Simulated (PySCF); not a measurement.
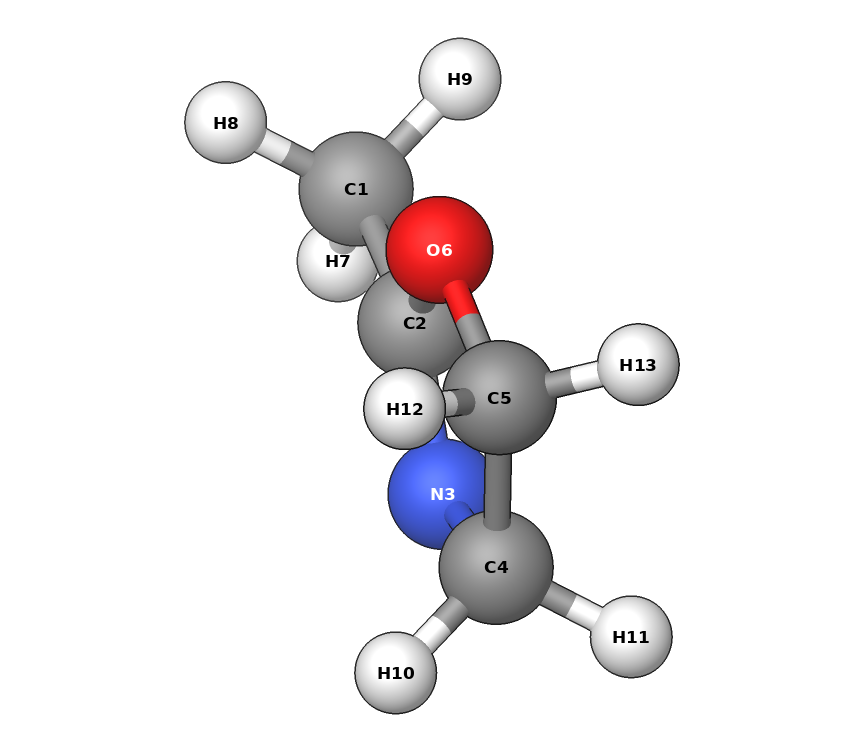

Computed geometry: PBE0-D3(BJ)/def2-SVP optimisation. No frequency run is at hand to confirm it as a minimum. Level of theory: delta-SCF UKS SCAN, pcX-2 on the ionised atom, pcseg-1 elsewhere, spin-free X2C (PySCF 2.14.0).

Give the core-electron binding energies (to vacuum) of C1 1s, C2 1s, N3 1s, C4 1s, C5 1s, O6 1s.

```json
{"atom": "C1", "level": "1s", "binding energy (eV)": "291.2"}
{"atom": "C2", "level": "1s", "binding energy (eV)": "293.0"}
{"atom": "N3", "level": "1s", "binding energy (eV)": "404.0"}
{"atom": "C4", "level": "1s", "binding energy (eV)": "291.5"}
{"atom": "C5", "level": "1s", "binding energy (eV)": "292.4"}
{"atom": "O6", "level": "1s", "binding energy (eV)": "539.0"}
```
